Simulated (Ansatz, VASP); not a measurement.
# Cross-check of CdH2O2 between VASP and Ansatz

Aim: how closely do two programs agree when they are given the same cell, functional and k mesh?

Method: plane waves, with VASP 6.6.1 beside it; single point at LDA, in Ansatz 0.2.0.

### Step 1. Set-up

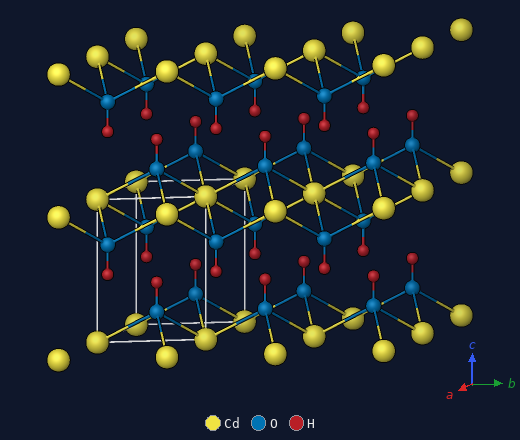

The cell as given, slightly off an axis (cadmium yellow, oxygen blue, hydrogen red). 2×3×2 cells are drawn. Bonds to atoms that aren't drawn are left out. Some periodic images of atoms are drawn too.

### Step 2. VASP: single point, LDA

With cell and atoms fixed, the geometry can't cause a difference; cores, projectors, grids and the points listed under the comparison can.

Lines of VASP's logs that name or quote its potential files are left out, and so is its time.

The input, INCAR:

```
SYSTEM = CdH2O2
PREC = Accurate
ENCUT = 520
EDIFF = 1E-07
NELM = 100
ISMEAR = 0
SIGMA = 0.01
LREAL = .FALSE.
ALGO = Normal
GGA = CA
NBANDS = 19
LORBIT = 11
LWAVE = .FALSE.
LCHARG = .FALSE.
KPAR = 2
```

The input, POSCAR:

```
CdH2O2
1.0
    3.5155259648      0.0000000000      0.0000000000
   -1.7577629824      3.0445347931      0.0000000000
    0.0000000000      0.0000000000      4.6429792900
Cd O H
1 2 2
Direct
    0.0000000000      0.0000000000      0.0000000000
    0.6666666700      0.3333333300      0.7597526643
    0.3333333300      0.6666666700      0.2402473357
    0.6666666700      0.3333333300      0.5512858619
    0.3333333300      0.6666666700      0.4487141381
```

The input, KPOINTS:

```
Automatic mesh
0
Gamma
7 7 5
0 0 0
```

The projector-augmented-wave data sets are Cd, O and H (PBE family, release 64).

The run is started by

```bash
$ mpirun -np 2 vasp_std
```

Numbers of over 12 decimals in the logs are rounded to 6 here.

What it wrote:

```text
[banner, memory and clock lines left out]
running    2 mpi-ranks, on    1 nodes
 distrk:  each k-point on    1 cores,    2 groups
 distr:  one band on    1 cores,    1 groups

 POSCAR found type information on POSCAR CdO H
 POSCAR found :  3 types and       5 ions
|                                                                             |
|               ----> ADVICE to this user running VASP <----                  |
|                                                                             |
|     You enforced a specific xc type in the INCAR file but a different       |
|     [... a line on the potential file left out ...]
|     I HOPE YOU KNOW WHAT YOU ARE DOING!                                     |
|                                                                             |

 LDA part: xc-table for (Slater(with rela. corr.)+CA(PZ))
 , standard interpolation
 POSCAR, INCAR and KPOINTS ok, starting setup
 FFT: planning ... GRIDC
 FFT: planning ... GRID_SOFT
 FFT: planning ... GRID
 WAVECAR not read
 entering main loop
       N       E                     dE             d eps       ncg     rms          rms(c)
DAV:   1     0.173088765768E+03    0.17309E+03   -0.14519E+04  1224   0.133E+03
DAV:   2    -0.174389038747E+02   -0.19053E+03   -0.18290E+03  1348   0.327E+02
DAV:   3    -0.280243634984E+02   -0.10585E+02   -0.10529E+02  1456   0.840E+01
DAV:   4    -0.280908237090E+02   -0.66460E-01   -0.66431E-01  1338   0.694E+00
DAV:   5    -0.280911076076E+02   -0.28390E-03   -0.28390E-03  1381   0.438E-01    0.122E+01
DAV:   6    -0.248441729007E+02    0.32469E+01   -0.10163E+01  1612   0.471E+01    0.852E+00
DAV:   7    -0.248610155897E+02   -0.16843E-01   -0.12440E+00  1246   0.102E+01    0.502E+00
DAV:   8    -0.248159167983E+02    0.45099E-01   -0.30082E-01  1306   0.435E+00    0.994E-01
DAV:   9    -0.247990471118E+02    0.16870E-01   -0.63364E-02  1374   0.212E+00    0.222E-01
DAV:  10    -0.247990722520E+02   -0.25140E-04   -0.83486E-03  1272   0.958E-01    0.779E-02
DAV:  11    -0.247990863984E+02   -0.14146E-04   -0.36064E-04  1384   0.283E-01    0.532E-02
DAV:  12    -0.247990797524E+02    0.66461E-05   -0.83678E-05  1421   0.823E-02    0.969E-03
DAV:  13    -0.247990804676E+02   -0.71518E-06   -0.39187E-06  1297   0.185E-02    0.363E-03
DAV:  14    -0.247990805800E+02   -0.11248E-06   -0.67353E-07  1390   0.719E-03    0.135E-03
DAV:  15    -0.247990805774E+02    0.26221E-08   -0.11201E-07   674   0.357E-03
   1 F= -.24799081E+02 E0= -.24799081E+02  d E =-.266311E-32
```

OUTCAR, selected parts (step 2):

```text
ion  position               nearest neighbor table
   1  0.000  0.000  0.000-   2 2.32   3 2.32   3 2.32   2 2.32   2 2.32   3 2.32
   2  0.667  0.333  0.760-   4 0.97   1 2.32   1 2.32   1 2.32
   3  0.333  0.667  0.240-   5 0.97   1 2.32   1 2.32   1 2.32
   4  0.667  0.333  0.551-   2 0.97
   5  0.333  0.667  0.449-   3 0.97

  LATTYP: Found a hexagonal cell.
 ALAT       =     3.5155259648
 C/A-ratio  =     1.3207068690

 Subroutine GETGRP returns: Found 12 space group operations
 (whereof 12 operations were pure point group operations)

The static configuration has the point symmetry D_3d.

 Found     32 irreducible k-points:

   k-points           NKPTS =     32   k-points in BZ     NKDIM =     32   number of bands    NBANDS=     19

   dimension x,y,z NGX =    28 NGY =   28 NGZ =   36
   dimension x,y,z NGXF=    56 NGYF=   56 NGZF=   72

   ENCUT  =  520.0 eV  38.22 Ry    6.18 a.u.   6.54  6.54  8.63*2*pi/ulx,y,z

   NELECT =      26.0000    total number of electrons

 k-points in reciprocal lattice and weights: Automatic mesh
   0.00000000  0.00000000  0.00000000       0.004
   0.14285714  0.00000000  0.00000000       0.024
   0.28571429  0.00000000  0.00000000       0.024
   0.42857143  0.00000000  0.00000000       0.024
   0.14285714  0.14285714  0.00000000       0.024
   0.28571429  0.14285714  0.00000000       0.049
   0.42857143  0.14285714  0.00000000       0.024
   0.28571429  0.28571429  0.00000000       0.024
   0.00000000  0.00000000  0.20000000       0.008
[...]
0.42857143  0.14285714  0.40000000       0.049
   0.28571429  0.28571429  0.40000000       0.049

 average (electrostatic) potential at core
       1 -38.9633       2 -73.9989       3 -73.9989       4 -37.6998       5 -37.6998

 E-fermi :  -0.2802

 k-point     1 :       0.0000    0.0000    0.0000
  band No.  band energies     occupation
    ...
      9      -4.4993      2.00000
     10      -1.4217      2.00000
     11      -1.4217      2.00000
     12      -0.6944      2.00000
     13      -0.6944      2.00000
     14       1.2074      0.00000
     15       5.6621      0.00000
     16       9.4632      0.00000
     17      12.3086      0.00000
     18      12.3086      0.00000
    ...

 k-point     2 :       0.1429    0.0000    0.0000
  band No.  band energies     occupation
    ...
      9      -4.4234      2.00000
     10      -2.2073      2.00000
     11      -1.6444      2.00000
     12      -0.9571      2.00000
     13      -0.6107      2.00000
     14       2.1655      0.00000
     15       6.2733      0.00000
     16       9.0968      0.00000
     17      10.8651      0.00000
     18      12.5650      0.00000
    ...

 k-point     3 :       0.2857    0.0000    0.0000
  band No.  band energies     occupation
    ...
      9      -4.1651      2.00000
     10      -3.1734      2.00000
     11      -2.1272      2.00000
     12      -1.7059      2.00000
     13      -0.4632      2.00000
     14       3.8213      0.00000
     15       7.4836      0.00000
     16       7.9741      0.00000
     17       9.8613      0.00000
     18      11.3566      0.00000
    ...

  Total       -1.4761820     -1.4761820      0.1171066      0.0000000      0.0000000      0.0000000
  in kB      -47.5929352    -47.5929352      3.7755809      0.0000000      0.0000000      0.0000000
  external PRESSURE =     -30.4700965 kB  Pullay stress =       0.0000000 kB

  energy-cutoff  :      520.00
  volume of cell :       49.69
      direct lattice vectors                 reciprocal lattice vectors
     3.515525965  0.000000000  0.000000000     0.284452457  0.164228703  0.000000000
    -1.757762982  3.044534793  0.000000000     0.000000000  0.328457406  0.000000000
     0.000000000  0.000000000  4.642979290     0.000000000  0.000000000  0.215378949

 POSITION                                       TOTAL-FORCE (eV/Angst)
 -----------------------------------------------------------------------------------
      0.00000      0.00000      0.00000        -0.000000      0.000000      0.000000
      1.75776      1.01484      3.52752        -0.000000      0.000000      0.967470
     -0.00000      2.02969      1.11546         0.000000     -0.000000     -0.967470
      1.75776      1.01484      2.55961        -0.000000      0.000000     -0.766723
     -0.00000      2.02969      2.08337        -0.000000      0.000000      0.766723
 -----------------------------------------------------------------------------------
    total drift:                               -0.000000      0.000000      0.000000

  FREE ENERGIE OF THE ION-ELECTRON SYSTEM (eV)
  ---------------------------------------------------
  free  energy   TOTEN  =       -24.7990805774 eV

  energy  without entropy=      -24.7990805774  energy(sigma->0) =      -24.79908058

 total charge
# of ion       s       p       d       tot
------------------------------------------
    1        0.310   0.256   9.660  10.225
    2        1.545   3.506   0.000   5.051
    3        1.545   3.506   0.000   5.051
    4        0.611   0.129   0.000   0.740
    5        0.611   0.129   0.000   0.740
--------------------------------------------------
tot          4.621   7.527   9.660  21.808

[... 3 further parts left out ...]
```

The run ends at a pressure of -3.05 GPa, with forces up to 0.97 eV/Å.

### Step 3. Ansatz: single point, LDA

Ansatz runs on its default PAW (the set named soft_2) files.

The same cell, functional (in two slightly different forms), mesh and smearing now go to Ansatz, which takes its cutoff from its data sets.

The input, input.yaml:

```yaml
crystal:
  lattice:
    - [3.5155259648, 0.0, 0.0]
    - [-1.7577629824, 3.0445347931, 0.0]
    - [0.0, 0.0, 4.64297929]
  atoms:
    - { symbol: Cd, position: [0.0, 0.0, 0.0] }
    - { symbol: O, position: [0.66666667, 0.33333333, 0.7597526643] }
    - { symbol: O, position: [0.33333333, 0.66666667, 0.2402473357] }
    - { symbol: H, position: [0.66666667, 0.33333333, 0.5512858619] }
    - { symbol: H, position: [0.33333333, 0.66666667, 0.4487141381] }
hamiltonian:
  xc: lda
  pseudopotentials: { kind: paw }
kpoints:
  mp_grid: { grid: [7, 7, 5] }
scf:
  occupations: { method: gaussian, width: 0.01 }
  n_extra_bands: 5
output:
  forces: true
  stress: true
  eigenvalues: true
```

The run is started by

```bash
$ ansatz run input.yaml --threads 2 --pin off --max-ram 4608MiB --backend cpu --events-out ev --progress --plain --runs-dir out
```

What it wrote:

```text
scf.n_extra_bands = 5 over 17 filled bands (N_el = 34.0): the run solves 22 bands
Engine: ansatz 0.2.0, aarch64-unknown-linux-gnu
Pseudopotentials: kind: paw
Pseudopotential: Cd, paw, valence charge 20, recommended cutoff 420 eV (normal), Cd.paw.azcp
Pseudopotential: O, paw, valence charge 6, recommended cutoff 420 eV (normal), O.paw.azcp
Pseudopotential: H, paw, valence charge 1, recommended cutoff 420 eV (normal), H.paw.azcp
Functional definition: SPW92
  exchange = slater_x
  correlation = pw_c
Crystal: 5 atoms, lattice volume = 49.694 Å³
Basis set: ecut = 420 eV, 981 PW (Γ)
Bands: 22, of which v1, the nominal top of the filled ones, is band 17 counted from 1 (16 counted from 0)
Symmetry: 12 space group operations
Space group: P-3m1 (ITA 164), of the structure as read, at distance tolerance 3.7e-5 Å
k-points: 32 of 245
Non-local potential: Cd, projectors of the file, l = 0: 3, l = 1: 2, l = 2: 2, l = 3: 1
Non-local potential: O, projectors of the file, l = 0: 2, l = 1: 2, l = 2: 1
Non-local potential: H, projectors of the file, l = 0: 2, l = 1: 1
PAW form: soft (Blöchl's): semilocal exchange-correlation on the pseudo side does not see the compensation charge
PAW frozen core: Cd, regenerated for the run's functional, and the local potential with it (the file was generated under x = pbe(κ = 0.804, μ = 0.219515), c = pbe(β = 0.066725))
PAW frozen core: O, regenerated for the run's functional, and the local potential with it (the file was generated under x = pbe(κ = 0.804, μ = 0.219515), c = pbe(β = 0.066725))
PAW one-centre angular grid: Cd, 590 points (default); XC on 64 Gauss nodes
PAW one-centre angular grid: O, 110 points (default); XC on 64 Gauss nodes
PAW one-centre angular grid: H, 110 points (default); XC on 64 Gauss nodes
Initial density: superposition of atomic densities (neutral atoms: chi_scale 0, normalization atom), corrected by the library's trained network
Initial wavefunctions: pseudopotential atomic-orbital guess
Functional: x = slater, c = lda
SCF iter   1: F=—  HF=-9259.826590 eV  |F-HF|=—  |Δ(HF+E_count)|=         —  Δρ=1.57e-2  dr2=1.04e-1  ethr=1.77e-3  ⟨swp⟩=5.2  Hψ=3041  notcnv=0
preconditioner: auto → Resta (q_TF=auto, 2.561 Å⁻¹)  ε∞=4.4  [insulator: Δε(μ)=1.408 eV  Ē_g=14.664 eV  σ=0.010 eV  W_gap=1.00  n_scr=20 (ndim 8)  ℏωp=26.9 eV  f_vac=0.075  D(μ)=0.00/eV (n_scr^D=0)  ε∞_Penn≈4.4]
SCF iter   2: F=—  HF=-9259.797584 eV  |F-HF|=—  |Δ(HF+E_count)|=   2.90e-2  Δρ=5.31e-3  dr2=9.15e-3  ethr=3.06e-4  ⟨swp⟩=2.8  Hψ=1437  notcnv=0  defer=32
SCF iter   3: F=—  HF=-9259.794799 eV  |F-HF|=—  |Δ(HF+E_count)|=   2.79e-3  Δρ=2.14e-3  dr2=2.19e-3  ethr=2.69e-5  ⟨swp⟩=2.5  Hψ=1171  notcnv=0  defer=32
SCF iter   4: F=—  HF=-9259.794036 eV  |F-HF|=—  |Δ(HF+E_count)|=   7.62e-4  Δρ=4.52e-4  dr2=6.99e-5  ethr=6.44e-6  ⟨swp⟩=2.0  Hψ=1083  notcnv=0  defer=32
SCF iter   5: F=—  HF=-9259.794046 eV  |F-HF|=—  |Δ(HF+E_count)|=   1.01e-5  Δρ=1.79e-4  dr2=9.19e-6  ethr=2.06e-7  ⟨swp⟩=2.1  Hψ=1018  notcnv=0  defer=32
SCF iter   6: F=—  HF=-9259.794050 eV  |F-HF|=—  |Δ(HF+E_count)|=   3.86e-6  Δρ=2.19e-5  dr2=1.29e-7  ethr=2.70e-8  ⟨swp⟩=1.0  Hψ=673  notcnv=0  defer=32
SCF iter   7: F=-9259.794050 eV  HF=-9259.794050 eV  |F-HF|=8.62e-10  |Δ(HF+E_count)|=   1.35e-7  Δρ=3.31e-6  dr2=4.20e-9  ethr=2.94e-10  ⟨swp⟩=8.7  Hψ=2891  notcnv=0
SCF 1 converged in 7 iterations: F = -9259.794050 eV  dr2 = 4.20e-9
  greatest PAW one-centre occupation: 1.000 electrons in one spin orbital (limit 2), on the Cd atom at site 0 (counted from 0), in its partial waves of l = 0
SCF converged after 7 iterations
Free energy (F): -9259.794050 eV
Harris-Foulkes:  -9259.794050 eV  (|F-HF|=8.62e-10)
Internal energy: -9259.794050 eV  (E = F + TS)
E sigma→0 (E₀):  -9259.794050 eV
Fermi energy:    6.532290 eV
--- Per-component energies (eV) ---
  E_band       = -530.083527
  E_kinetic    = 879.574881
  E_local      = -4545.951999  (includes V_loc(G=0)·N_el)
  E_nonlocal   = 147.269171
  E_hartree    = 2018.651270
  E_xc         = -335.612733
  E_vxc        = -427.584849  (∫ρ·V_xc dr)
  E_paw        = -4245.609673  (= ΣΔE_a)
  E_vpaw       = -620.696218  (= ΣTr[D̂ρ^β])
  E_aug_tail   = 0.002592  (compensation charges beyond the density's cutoff)
  E_ewald      = -3179.077972
  E_core_change = 0.960412  (= ΣΔE_core)
  E_smearing   = -0.000000  (= −TS)
  E_closure    = 0.000000  (closes the sum)
  Σ components = -9259.794050   (vs F -9259.794050, Δ=0.00e0)
--- Forces (eV/Å), atoms counted from 1 ---
  atom   1  Cd    -0.00000000     0.00000000     0.00000000
  atom   2  O      0.00000000     0.00000000     0.87721171
  atom   3  O     -0.00000000    -0.00000000    -0.87721171
  atom   4  H     -0.00000000    -0.00000000    -0.57178629
  atom   5  H      0.00000000     0.00000000     0.57178629
  max |Σ_I F_I| component: 4.64e-18 eV/Å
--- Stress (GPa, compression-positive) ---
       -5.608611       0.000000       0.000000
       -0.000000      -5.608611       0.000000
        0.000000       0.000000      -1.321529
  P = ⅓ Tr σ = -4.1796 GPa (-41.796 kbar)
--- Band table (eV; the first three rows and the last of 32) ---
  k-point 0: bands = [... 13 lower, 4.6793, 4.6793, 5.4140, 5.4140, 7.3180, 11.7753, 15.5801, 18.3940, ... 1 higher]
  k-point 1: bands = [... 13 lower, 4.5794, 4.5794, 5.5275, 5.5275, 7.8752, 11.6242, 15.4329, 18.3717, ... 1 higher]
  k-point 2: bands = [... 13 lower, 4.4541, 4.4541, 5.6742, 5.6742, 9.1943, 10.6858, 16.0681, 17.6754, ... 1 higher]
  k-point 31: bands = [... 13 lower, 2.5204, 3.4223, 4.6704, 4.9197, 12.3992, 13.3909, 14.3048, 14.8137, ... 1 higher]
```

Run time: 1.1 s. Hardware: 2 threads of Arm Neoverse V2, shared host; peak memory 0.3 GiB.

The run ends at a pressure of -4.18 GPa, with forces up to 0.88 eV/Å.

### Step 4. Side by side

Known differences besides the PAW data sets themselves: the two LDA forms differ slightly; the data sets hold 34 valence electrons in Ansatz (default PAW (the set named soft_2) files) and 26 in VASP; the cutoff is 420 eV in Ansatz and 520 eV in VASP; Ansatz makes its cores anew for this functional, VASP keeps those of its PBE data sets. Total energies have different zeros and are not compared.

Compared:

```tsv
quantity	Ansatz	VASP	difference
pressure (GPa)	-4.18	-3.05	-1.13
gap on the k mesh (eV)	1.572	1.569	+0.003
```

Forces (eV/Å; atoms numbered as in POSCAR):

```tsv
atom	Ansatz x, y, z	VASP x, y, z
Cd1	0.000, 0.000, 0.000	0.000, 0.000, 0.000
O2	0.000, 0.000, 0.877	0.000, 0.000, 0.967
O3	0.000, 0.000, -0.877	0.000, 0.000, -0.967
H4	0.000, 0.000, -0.572	0.000, 0.000, -0.767
H5	0.000, 0.000, 0.572	0.000, 0.000, 0.767
```

The forces differ by 78 meV/Å r.m.s., which is 17.4 % of the r.m.s. force of 0.45 eV/Å (both taken over all components). Ansatz's pressure holds a Pulay correction of 0.82 GPa; VASP's holds none.

### Step 5. Further runs

The difference is large enough to ask for its cause, so further runs change the set-up of one program at a time, as the table lists.

```tsv
run	r.m.s. force difference (% of the r.m.s. force)
as above	17
cores kept as stored, as VASP does, whose cores stay as stored	17
Ansatz's larger PAW set (cutoff 1000 eV)	16
norm-conserving potentials (cutoff 1388 eV)	32
```

### Step 6. What came out

- r.m.s. force difference (single point, LDA): 17 % of the r.m.s. force
- difference in pressure (single point, LDA): -1.1 GPa

In words: The r.m.s. force difference is 17 % of the r.m.s. force (single point, LDA), beyond the 3 % picked in this series as the mark of a large difference. Also far apart in the single point, LDA pair: the difference in pressure, -1.1 GPa. For single point, LDA: no further run halves the r.m.s. force difference; only Ansatz's side was varied. 2 further runs on this material are not shown. How closely two codes agree says nothing of how well the functional describes the real material.

[Lines on the potential files, build, host, timing and source positions are cut from VASP's logs without a mark.]

[Logs are printed without paths, hosts, clocks, repeated set-up lines and the standing remarks that a program may print on its own settings, such as how far it seeks lower states.]

[Hosts, paths, dates, database ids (printed as entryN), source tags and the programs' standing remarks are cut or masked in the printed files.]
